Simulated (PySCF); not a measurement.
SMILES c1(CC)ccc(cc1)C#N at its GFN2-xTB optimised geometry (Å):

```
19

C     -1.6924    -2.9928     1.5000
C     -1.4758    -2.5589     0.0482
C     -0.7146    -1.2671     0.0000
C     -1.3864    -0.0489     0.0042
C     -0.6927     1.1442     0.0038
C      0.7024     1.1321     0.0018
C      1.4208     2.3488     0.0003
N      2.0037     3.3364    -0.0013
C      1.3867    -0.0838     0.0000
C      0.6767    -1.2671     0.0000
H     -2.2453    -3.9281     1.5371
H     -2.2538    -2.2354     2.0424
H     -0.7369    -3.1337     2.0004
H     -2.4449    -2.4372    -0.4395
H     -0.9207    -3.3364    -0.4804
H     -2.4669    -0.0376     0.0045
H     -1.2184     2.0879     0.0043
H      2.4669    -0.0885    -0.0024
H      1.2081    -2.2080    -0.0032
```

Level of theory: PBE0/def2-SVP run with PySCF.

Map of the electrostatic potential (hartree/e), clipped to [-0.08, 0.12] on the plane z = 0.6 Å:

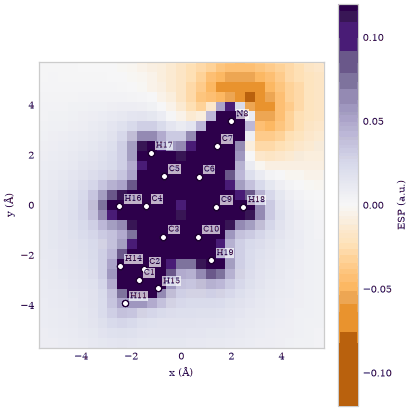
Figure: Electrostatic potential (hartree/e), clipped to [-0.08, 0.12] on the plane z = 0.6 Å.
